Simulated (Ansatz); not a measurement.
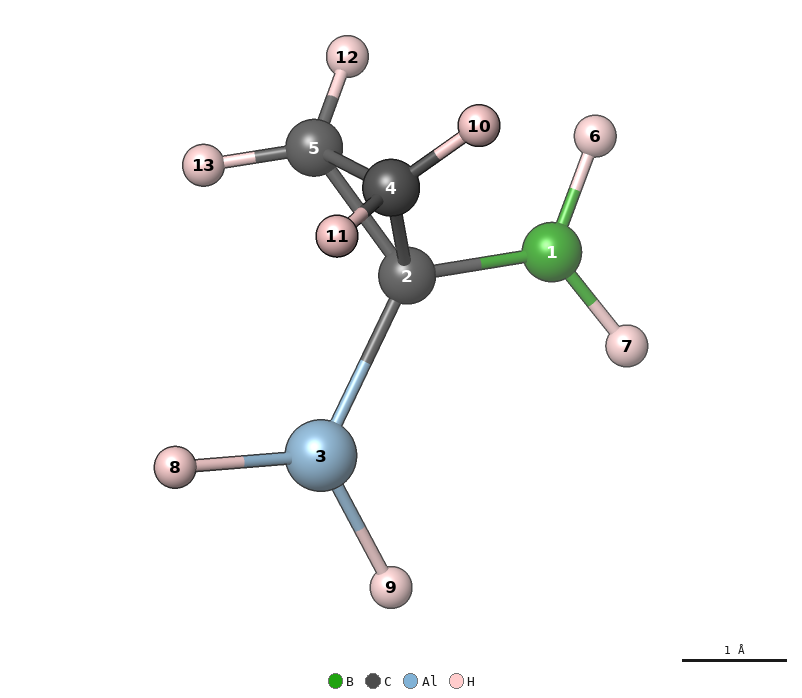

Orthographic view. Distant atoms are faded towards the background colour. The computed structure is the end point of a PBE0-D4/def2-TZVP optimisation. No frequency run is at hand to confirm it as a minimum.

Write a Z-matrix (Å, degrees) in the order of the atom numbers, with these reference atoms: 2 to 1; 3 to 2, 1; 4 to 2, 1, 3; 5 to 4, 2, 1; 6 to 1, 2, 5; 7 to 1, 6, 2; 8 to 3, 2, 1; 9 to 3, 8, 2; 10 to 4, 5, 2; 11 to 4, 10, 5; 12 to 5, 4, 10; 13 to 5, 12, 4.

```
B  
C    1   1.525
Al   2   1.934   1   122.8
C    2   1.570   1   108.3   3   138.1
C    4   1.460   2    60.8   1   110.1
H    1   1.205   2   119.5   5    12.2
H    1   1.200   6   118.2   2  -177.7
H    3   1.594   2   117.4   1   174.4
H    3   1.587   8   120.6   2   179.7
H    4   1.084   5   118.6   2   106.6
H    4   1.085  10   114.2   5  -149.0
H    5   1.084   4   118.1  10    -0.6
H    5   1.085  12   114.7   4   146.1
```
